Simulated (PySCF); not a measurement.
**Two runs on C3H12SSi2**

System: C3H12SSi2, SMILES CCC[SiH2]S[SiH3].
Method of run 1: GIAO PBE0/STO-3G NMR shielding, non-relativistic, gas phase (PySCF 2.14.0).

The geometry comes from this level: PBE0-D3(BJ)/def2-SVP. Text and figures count atoms from 1; the logs count them from 0 in places.

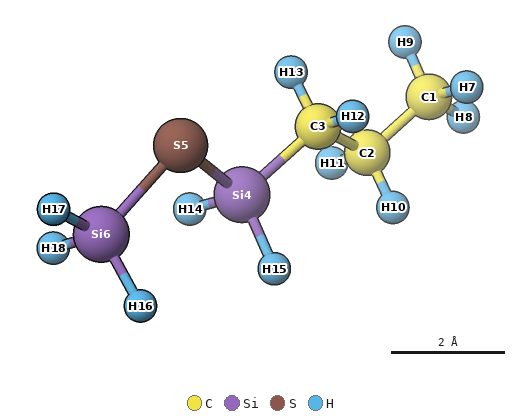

Figure 1. The structure as given in the input (ball-and-stick view, seen at a tilt; atoms are numbered from 1 in the order of the input).

### The input, run 1
```
{"job": {"kind": "nmr", "xc": "PBE0", "basis": "STO-3G", "pop": true}, "charge": 0, "multiplicity": 1}
C     -3.272785     0.289783     0.019415
C     -1.902172     0.690008    -0.505884
C     -0.754867    -0.025209     0.208102
Si     0.949082     0.460049    -0.409992
S      2.385187    -0.674743     0.734903
Si     4.197159     0.097272    -0.120503
H     -3.369981     0.522302     1.091938
H     -4.079437     0.817589    -0.512127
H     -3.444225    -0.791925    -0.100153
H     -1.776435     1.782394    -0.405246
H     -1.849370     0.483280    -1.589218
H     -0.786471     0.178868     1.293030
H     -0.854236    -1.119957     0.102271
H      1.109790     0.156733    -1.866721
H      1.197223     1.924134    -0.222374
H      4.302861     1.573649     0.082882
H      5.318436    -0.590837     0.579255
H      4.265410    -0.184961    -1.586057
```

The first line tells a small driver script what to run in PySCF; the rest is the geometry in Å.

Hardware: 1 CPU thread, shared host.

### Output (run 1)
```
coarse grid: 15576 points
cycle   1  E = -1085.7230595597  dE = -4.022e-01  |g| = 3.772e-01  |ddm| = 4.784e+00
cycle   2  E = -1085.7296161159  dE = -6.557e-03  |g| = 3.715e-01  |ddm| = 1.450e+00
cycle   3  E = -1085.7863602486  dE = -5.674e-02  |g| = 1.370e-02  |ddm| = 7.274e-01
cycle   4  E = -1085.7864235343  dE = -6.329e-05  |g| = 7.173e-03  |ddm| = 3.626e-02
cycle   5  E = -1085.7864422430  dE = -1.871e-05  |g| = 7.599e-04  |ddm| = 1.249e-02
cycle   6  E = -1085.7864424731  dE = -2.301e-07  |g| = 1.472e-04  |ddm| = 1.533e-03
final grid: 133688 points
cycle   7  E = -1085.7453977744  dE = -5.540e-06  |g| = 3.972e-03  |ddm| = 1.396e-02
cycle   8  E = -1085.7453991571  dE = -1.383e-06  |g| = 3.456e-03  |ddm| = 1.108e-02
cycle   9  E = -1085.7454031605  dE = -4.003e-06  |g| = 1.694e-04  |ddm| = 5.165e-03
cycle  10  E = -1085.7454031698  dE = -9.337e-09  |g| = 1.554e-05  |ddm| = 2.520e-04
cycle  11  E = -1085.7454031699  dE = -6.958e-11  |g| = 5.403e-06  |ddm| = 2.973e-05
converged SCF energy = -1085.7454031699

GIAO shielding tensors (ppm)
atom      isotropic    diamagn.    paramagn.     s11        s22        s33       span
  0 C      213.535     241.095     -27.560    205.160    206.323    229.122     23.963
  1 C      209.137     244.551     -35.414    197.100    208.152    222.159     25.060
  2 C      224.183     249.636     -25.453    212.827    216.037    243.686     30.859
  3 Si     536.029     873.771    -337.742    491.683    515.333    601.071    109.388
  4 S     1044.138    1048.361      -4.223   1026.911   1035.793   1069.709     42.797
  5 Si     564.982     868.917    -303.935    520.221    540.751    633.974    113.753
  6 H       31.899      29.278       2.621     26.600     29.858     39.238     12.638
  7 H       31.759      27.207       4.552     26.356     28.164     40.756     14.400
  8 H       31.898      29.423       2.475     26.601     29.851     39.241     12.640
  9 H       32.025      32.444      -0.419     25.290     31.794     38.991     13.701
 10 H       32.021      32.627      -0.607     25.309     31.747     39.006     13.697
 11 H       32.292      34.778      -2.486     24.943     32.736     39.196     14.252
 12 H       32.295      34.958      -2.663     24.953     32.702     39.229     14.276
 13 H       30.875      35.281      -4.406     25.716     30.282     36.627     10.911
 14 H       30.886      35.163      -4.277     25.697     30.371     36.590     10.892
 15 H       30.948      30.687       0.261     26.728     28.923     37.193     10.465
 16 H       30.699      28.481       2.218     26.417     27.691     37.988     11.572
 17 H       30.947      30.790       0.157     26.738     28.884     37.221     10.483
```

For run 2 the input was changed thus:
```diff
-"basis": "STO-3G"
+"basis": "pcSseg-0"
```

What does this change do to the results?

The total energy of run 2 is 6928.4 kcal/mol lower, which measures the change of basis and not a stability. The HOMO goes from −3.36 to −7.41 eV. The LUMO goes from 5.78 to −0.12 eV. The dipole moment goes from 0.88 to 1.90 D. Of all shieldings, the largest change is that of Si4, by −152.4 ppm. The SCF takes 12 iterations against 11. The basis functions go from 54 to 90.

### Output (run 2)
```
coarse grid: 15576 points
cycle   1  E = -1096.6476998957  dE =  6.410e-02  |g| = 3.823e-01  |ddm| = 3.941e+00
cycle   2  E = -1096.6351469038  dE =  1.255e-02  |g| = 4.434e-01  |ddm| = 1.371e+00
cycle   3  E = -1096.6951601941  dE = -6.001e-02  |g| = 3.057e-02  |ddm| = 7.653e-01
cycle   4  E = -1096.6954266614  dE = -2.665e-04  |g| = 1.174e-02  |ddm| = 8.147e-02
cycle   5  E = -1096.6954686058  dE = -4.194e-05  |g| = 3.370e-03  |ddm| = 2.630e-02
cycle   6  E = -1096.6954717948  dE = -3.189e-06  |g| = 3.962e-04  |ddm| = 4.667e-03
final grid: 133688 points
cycle   7  E = -1096.7864904253  dE = -1.279e-05  |g| = 5.692e-03  |ddm| = 2.437e-02
cycle   8  E = -1096.7864863881  dE =  4.037e-06  |g| = 6.722e-03  |ddm| = 1.787e-02
cycle   9  E = -1096.7864992631  dE = -1.288e-05  |g| = 2.310e-04  |ddm| = 1.049e-02
cycle  10  E = -1096.7864992788  dE = -1.563e-08  |g| = 9.500e-05  |ddm| = 5.368e-04
cycle  11  E = -1096.7864992810  dE = -2.249e-09  |g| = 1.259e-05  |ddm| = 1.026e-04
cycle  12  E = -1096.7864992811  dE = -4.206e-11  |g| = 3.520e-06  |ddm| = 2.850e-05
converged SCF energy = -1096.7864992811

GIAO shielding tensors (ppm)
atom      isotropic    diamagn.    paramagn.     s11        s22        s33       span
  0 C      172.303     242.697     -70.395    157.263    165.454    194.191     36.927
  1 C      174.188     244.504     -70.316    163.919    171.358    187.287     23.368
  2 C      178.379     255.786     -77.407    157.840    170.454    206.842     49.002
  3 Si     383.591     881.028    -497.437    332.348    353.251    465.173    132.825
  4 S      941.154    1058.864    -117.710    909.303    937.110    977.050     67.747
  5 Si     433.019     878.744    -445.725    363.533    411.158    524.365    160.831
  6 H       31.661      27.751       3.910     27.388     30.026     37.568     10.181
  7 H       31.526      28.162       3.364     26.588     28.523     39.468     12.880
  8 H       31.659      27.620       4.039     27.393     30.012     37.572     10.179
  9 H       31.760      31.281       0.479     25.421     32.712     37.147     11.726
 10 H       31.750      31.047       0.703     25.422     32.657     37.171     11.748
 11 H       31.975      33.327      -1.352     26.060     33.416     36.448     10.388
 12 H       31.969      33.101      -1.133     26.058     33.379     36.469     10.411
 13 H       28.145      30.229      -2.083     23.466     27.913     33.056      9.589
 14 H       28.161      30.403      -2.242     23.482     27.996     33.003      9.521
 15 H       28.457      28.019       0.438     24.179     26.649     34.544     10.365
 16 H       28.117      28.243      -0.126     23.711     25.459     35.181     11.469
 17 H       28.453      27.973       0.480     24.174     26.599     34.586     10.412
```

### The two runs side by side

```csv
quantity,run 1,run 2
outcome,converged,converged
total energy (hartree),−1085.745403,−1096.786499
HOMO (eV),−3.36,−7.41
LUMO (eV),5.78,−0.12
dipole moment (D),0.88,1.90
shielding of C1 (ppm),213.5,172.3
shielding of C2 (ppm),209.1,174.2
shielding of C3 (ppm),224.2,178.4
shielding of Si4 (ppm),536.0,383.6
shielding of S5 (ppm),1044.1,941.2
shielding of Si6 (ppm),565.0,433.0
shielding of H14 (ppm),30.9,28.1
SCF iterations,11,12
basis functions,54,90
wall time (shared host),5.5 s,9.1 s
```
